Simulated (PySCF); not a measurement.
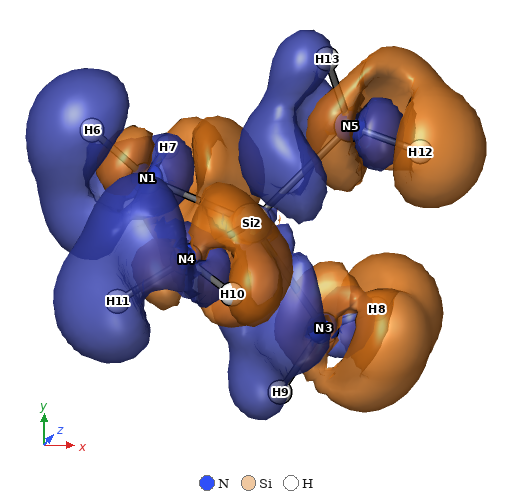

Figure. H8N4Si, SMILES `N[Si](N)(N)N`. Change of the electron density in a uniform field of 0.21 V/Å, surfaces at ±0.0015 e/Å³ (orange: gain, blue: loss).

Computed with PySCF, PBE0/def2-TZVP, geometry: GFN2-xTB. No frequency check shows the geometry to be a minimum. A basis without diffuse functions makes polarisabilities too small.

Coordinates in Å:

```
N1      -1.0839    0.7598   -1.1218
Si2      0.0002    0.0000    0.0001
N3       1.0838   -1.1225   -0.7592
N4      -1.0839   -0.7598    1.1217
N5       1.0838    1.1225    0.7591
H6      -1.8701    1.2482   -0.7252
H7      -0.6624    1.3383   -1.8304
H8       1.8702   -0.7272   -1.2484
H9       0.6613   -1.8314   -1.3368
H10     -0.6624   -1.3383    1.8303
H11     -1.8701   -1.2482    0.7251
H12      1.8702    0.7272    1.2483
H13      0.6613    1.8313    1.3366
```

The field was applied in both directions; the picture shows the one opposite to the script's first.

> Along which Cartesian direction does the field point?

Along −x: electrons gather on the +x side, against the field.

> How large is the response?

The induced dipole is 0.56 D (along the field); α along this axis, from the fields in both directions, is 55 bohr³ (8.2 Å³).

The PySCF run took 62 s on 1 thread of Intel(R) Xeon(R) Platinum 8259CL CPU @ 2.50GHz (Skylake/Cascade Lake), on a shared host, peak memory 0.99 GiB.
